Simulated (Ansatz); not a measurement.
**Single-point calculation of BAs3 (part 1 of 2)**

The run: single-point calculation of BAs3 (disordered cell, 20 atoms in the cell). Method and program: DFT PBE, scalar-relativistic, plane waves, PAW, no spin polarisation (Ansatz 0.2.0).

It belongs to a series of runs on one base structure; here: last frame at 4000 K on a finer mesh. Figures and captions count atoms from 1; the log counts them from 0 in places.

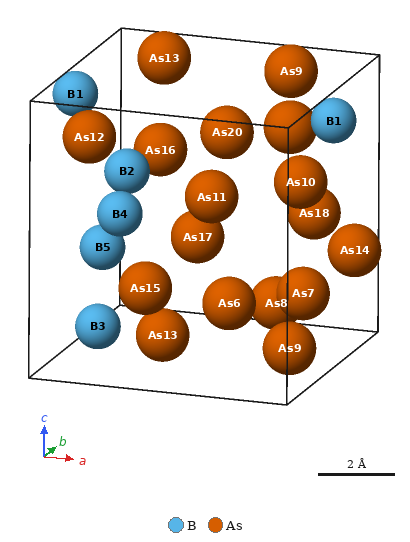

Fig. 1: The structure (spheres-only view of the cell of the calculation, seen slightly off an axis; atoms are numbered from 1 in the order of the input).

The input
```yaml
crystal:
  lattice:
    - [7.115002, 0.121684, -0.076226]
    - [0.121684, 7.457979, 0.065573]
    - [-0.076226, 0.065573, 7.560504]
  atoms:
    - { symbol: B, position: [0.0101910134, 0.4681301945, 0.9044143081] }
    - { symbol: B, position: [0.2008367302, 0.4991406227, 0.6348443538] }
    - { symbol: B, position: [0.1201351158, 0.4180772501, 0.0883004771] }
    - { symbol: B, position: [0.2428527463, 0.3031121629, 0.5370660004] }
    - { symbol: B, position: [0.0998070091, 0.5213540481, 0.3450174637] }
    - { symbol: As, position: [0.6278698903, 0.4171125253, 0.2207945808] }
    - { symbol: As, position: [0.954011451, 0.3026842184, 0.3182695931] }
    - { symbol: As, position: [0.6245594971, 0.9438560183, 0.0833363675] }
    - { symbol: As, position: [0.7813449944, 0.6481597412, 0.0128085019] }
    - { symbol: As, position: [0.9422553099, 0.3030406792, 0.7193797268] }
    - { symbol: As, position: [0.5685306576, 0.3858685551, 0.6089636141] }
    - { symbol: As, position: [0.2131382815, 0.0471614072, 0.8790330512] }
    - { symbol: As, position: [0.2647584613, 0.7201017273, 0.9918903321] }
    - { symbol: As, position: [0.9320537, 0.9296054113, 0.3066025214] }
    - { symbol: As, position: [0.3286263518, 0.3440695834, 0.2661686402] }
    - { symbol: As, position: [0.2515365009, 0.7221551752, 0.6591729072] }
    - { symbol: As, position: [0.3438279867, 0.8737099799, 0.314360885] }
    - { symbol: As, position: [0.8572913351, 0.69336505, 0.4975320342] }
    - { symbol: As, position: [0.7022424617, 0.8702078294, 0.7446934341] }
    - { symbol: As, position: [0.6790650794, 0.2367675113, 0.8904219529] }
basis:
  ecutwfc: 420
kpoints:
  mp_grid: { grid: [3, 3, 3] }
hamiltonian:
  xc: pbe
scf:
  occupations: { method: fermi_dirac, width: 0.3447 }
output:
  forces: true
  stress: true
  eigenvalues: true
  populations: true
  write_density: true
  write_potential: true
  elf: true
  volumetric_format: npy
```

Run on 2 threads of Arm Neoverse N1, 24 GiB of memory available, shared host.

Launch command:
```bash
ansatz run input.yaml --threads 2 --pin off --max-ram 5120MiB --backend cpu --events-out ev --progress --plain --runs-dir out
```

Output
```
band count auto-derived: 159 (N_el = 240.0; filled up to band 120; 144 by the electrons, moments and atoms)
Engine: ansatz 0.2.0, aarch64-unknown-linux-gnu
Pseudopotentials: kind: paw
Pseudopotential: B, paw, valence charge 3, recommended cutoff 420 eV (normal), B.paw.azcp
Pseudopotential: As, paw, valence charge 15, recommended cutoff 420 eV (normal), As.paw.azcp
Functional definition: PBE
  parameter kappa = 0.804
  parameter beta = 0.06672455060314922
  exchange = pbe_x(kappa = kappa, mu = beta*pi^2/3)
  correlation = pbe_c(beta = beta)
Crystal: 20 atoms, lattice volume = 401.000 Å³
Basis set: ecut = 420 eV, 7843 PW (Γ), exchange–correlation on 96×100×108 points (8 copies of the dense FFT grid, shifted against one another)
Bands: 159, of which v1, the nominal top of the filled ones, is band 120 counted from 1 (119 counted from 0)
Symmetry: 1 space group operations
Space group: P1 (ITA 1), of the structure as read, at distance tolerance 7.4e-5 Å
k-points: 14 of 27 (time reversal used)
Non-local potential: B, projectors of the file, l = 0: 2, l = 1: 2, l = 2: 1
Non-local potential: As, projectors of the file, l = 0: 2, l = 1: 2, l = 2: 3, l = 3: 1
PAW form: soft (Blöchl's): semilocal exchange-correlation on the pseudo side does not see the compensation charge
PAW one-centre angular grid: B, 110 points (default); XC on 64 Gauss nodes
PAW one-centre angular grid: As, 590 points (default); XC on 64 Gauss nodes
Initial density: superposition of atomic densities (neutral atoms: chi_scale 0, normalization atom), corrected by the library's trained network
Initial wavefunctions: pseudopotential atomic-orbital guess
Functional: x = pbe(κ = 0.804, μ = 0.2195149727645171), c = pbe(β = 0.06672455060314922)
SCF iter   1: F=—  HF=-73606.104765 eV  |F-HF|=—  |Δ(HF+E_count)|=         —  Δρ=3.65e-3  dr2=8.31e-2  ethr=1.77e-3  ⟨swp⟩=5.4  Hψ=8061  notcnv=0
preconditioner: auto → LDOS  [metal: Δε(μ)=0.028 eV  Ē_g=10.144 eV  σ=0.345 eV  W_gap=0.02  n_scr=96 (ndim 8)  ℏωp=17.6 eV  f_vac=0.035  D(μ)=10.31/eV (n_scr^D=78)  β→1.0]
SCF iter   2: F=—  HF=-73606.098216 eV  |F-HF|=—  |Δ(HF+E_count)|=   6.55e-3  Δρ=1.24e-3  dr2=8.75e-3  ethr=3.46e-5  ⟨swp⟩=3.0  Hψ=4782  notcnv=0
SCF iter   3: F=—  HF=-73606.096022 eV  |F-HF|=—  |Δ(HF+E_count)|=   2.19e-3  Δρ=4.13e-4  dr2=1.42e-3  ethr=3.64e-6  ⟨swp⟩=2.0  Hψ=4020  notcnv=0
SCF iter   4: F=—  HF=-73606.095508 eV  |F-HF|=—  |Δ(HF+E_count)|=   5.14e-4  Δρ=1.10e-4  dr2=8.80e-5  ethr=5.93e-7  ⟨swp⟩=2.0  Hψ=3957  notcnv=0
SCF iter   5: F=—  HF=-73606.095385 eV  |F-HF|=—  |Δ(HF+E_count)|=   1.23e-4  Δρ=2.74e-5  dr2=4.72e-6  ethr=3.67e-8  ⟨swp⟩=2.0  Hψ=2856  notcnv=0
SCF iter   6: F=—  HF=-73606.095385 eV  |F-HF|=—  |Δ(HF+E_count)|=   1.70e-7  Δρ=7.87e-6  dr2=2.90e-7  ethr=1.97e-9  ⟨swp⟩=2.0  Hψ=4068  notcnv=0
SCF iter   7: F=-73606.095385 eV  HF=-73606.095385 eV  |F-HF|=4.06e-9  |Δ(HF+E_count)|=   2.22e-7  Δρ=2.04e-6  dr2=2.44e-8  ethr=4.17e-11  ⟨swp⟩=11.1  Hψ=14121  notcnv=0
SCF 1 converged in 7 iterations: F = -73606.095385 eV  dr2 = 2.44e-8
  greatest PAW one-centre occupation: 0.999 electrons in one spin orbital (limit 2), on the As atom at site 14 (counted from 0), in its partial waves of l = 2
```

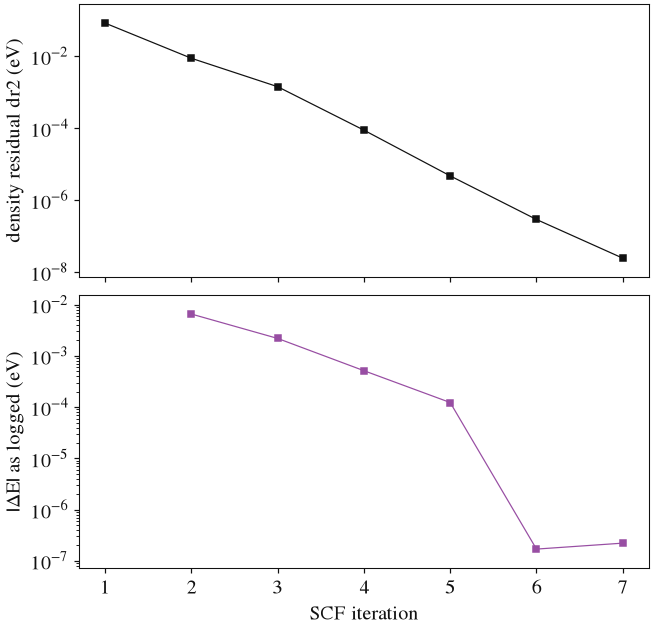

Fig. 2: Convergence of the self-consistent field: density residual dr2 and size of the energy change against the SCF iteration. The residual falls at every step.

```
SCF converged after 7 iterations
Free energy (F): -73606.095385 eV
Harris-Foulkes:  -73606.095385 eV  (|F-HF|=4.06e-9)
Internal energy: -73602.075558 eV  (E = F + TS)
E sigma→0 (E₀):  -73604.085472 eV
Entropy (-TS):   -4.019827 eV (-200.991 meV/atom)
Fermi energy:    8.748080 eV
--- Per-component energies (eV) ---
  E_band       = -3835.299983
  E_kinetic    = 1759.931614
  E_local      = -28539.582312  (includes V_loc(G=0)·N_el)
  E_nonlocal   = -9996.912830
  E_hartree    = 15411.163387
  E_xc         = -1338.734556
  E_vxc        = -1364.922037  (∫ρ·V_xc dr)
  E_paw        = -27910.240211  (= ΣΔE_a)
  E_vpaw       = 3483.861173  (= ΣTr[D̂ρ^β])
  E_aug_tail   = 0.000104  (compensation charges beyond the density's cutoff)
  E_ewald      = -22987.700755
  E_smearing   = -4.019827  (= −TS)
  E_closure    = 0.000000  (closes the sum)
  Σ components = -73606.095385   (vs F -73606.095385, Δ=0.00e0)
--- Forces (eV/Å), atoms counted from 1 ---
  atom   1  B      0.42895825     1.03174830     0.86728494
  atom   2  B     -1.15239735    -5.86403578    -1.31958642
  atom   3  B     -0.04751887    -0.03356438     1.68312663
  atom   4  B      0.16932646     1.00951316    -0.42856149
  atom   5  B      0.42557763     1.02045898     0.96278782
  atom   6  As     2.02947741     0.96187226    -0.48628654
  atom   7  As    -0.90314480    -1.51654277    -0.34076565
  atom   8  As    -0.53201568     0.40432596     1.00992832
  atom   9  As     0.60092147    -0.07872860    -1.36386588
  atom  10  As     1.21415797    -0.94014756    -1.27887324
  atom  11  As    -0.83318466    -0.01299016     0.02066762
  atom  12  As    -0.00118964    -0.02571963     0.03578124
  atom  13  As    -0.06792892     0.46934974     0.76068958
  atom  14  As     0.65353366     0.70096909    -1.04613198
  atom  15  As    -1.35779443    -1.60738681    -0.04985274
  atom  16  As     1.60414036     6.05232455     0.01299459
  atom  17  As    -0.49969241    -0.19138753    -0.40321400
  atom  18  As     0.18851755    -0.72492240     0.28976311
  atom  19  As    -0.12841296    -0.32721628     0.13604685
  atom  20  As    -1.79131734    -0.32789954     0.93805372
  max |Σ_I F_I| component: 2.06e-5 eV/Å
--- Stress (GPa, compression-positive) ---
        4.324662       2.755506      -1.153715
        2.755506       6.524789       0.865862
       -1.153715       0.865862       0.297812
  P = ⅓ Tr σ = 3.7158 GPa (37.158 kbar)
--- Band table (eV; the first three rows and the last of 14) ---
  k-point 0: bands = ["-27.6948", "-27.6195", "-27.5981", "-27.5233", "-27.5145", "-27.4733", "-27.4609", "-27.4535", "-27.4337", "-27.4270", "-27.4123", "-27.3874", "-27.3762", "-27.3601", "-27.3564", "-27.3488", "-27.3446", "-27.3286", "-27.3201", "-27.3098", "-27.3091", "-27.3063", "-27.3040", "-27.2999", "-27.2920", "-27.2881", "-27.2717", "-27.2633", "-27.2592", "-27.2519", "-27.2489", "-27.2423", "-27.2384", "-27.2312", "-27.2289", "-27.2233", "-27.2205", "-27.2092", "-27.2036", "-27.1955",
      "-27.1951", "-27.1934", "-27.1912", "-27.1832", "-27.1615", "-27.1562", "-27.1525", "-27.1476", "-27.1368", "-27.1348", "-27.1313", "-27.1220", "-27.1202", "-27.1076", "-27.1074", "-27.0939", "-27.0892", "-27.0879", "-27.0867", "-27.0836", "-27.0821", "-27.0759", "-27.0604", "-27.0581", "-27.0560", "-27.0550", "-27.0480", "-27.0470", "-27.0433", "-27.0371", "-27.0210", "-27.0053", "-26.9987", "-26.9945", "-26.9881", "-6.2210", "-5.0399", "-4.4064", "-4.2215", "-3.7375",
      "-3.1413", "-2.7628", "-2.5113", "-2.1851", "-1.8559", "-1.4772", "-1.3197", "-1.1299", "-0.4160", "-0.2244", "0.5422", "1.0017", "2.1609", "2.9038", "3.1130", "3.5411", "3.9567", "4.1404", "4.5298", "4.5460", "4.8332", "5.0478", "5.1558", "5.3270", "5.5744", "5.7838", "6.0276", "6.3338", "6.4131", "6.9011", "7.1741", "7.2311", "7.3553", "7.5591", "7.7727", "7.8968", "8.1598", "8.3670", "8.4773", "8.6876",
      "8.7872", "8.9615", "9.0049", "9.1606", "9.3547", "9.5687", "9.8145", "9.9916", "10.2016", "10.2906", "10.4427", "10.8212", "10.9194", "11.1827", "11.5962", "11.8162", "12.1293", "12.2092", "12.3195", "12.8489", "13.1535", "13.2552", "13.5294", "13.5960", "14.2344", "14.4228", "14.5884", "14.9673", "15.1002", "15.2239", "15.4362", "15.5586", "15.5829", "15.7635", "15.9603", "16.2091", "16.4937", "16.6139", "16.7684"]
```
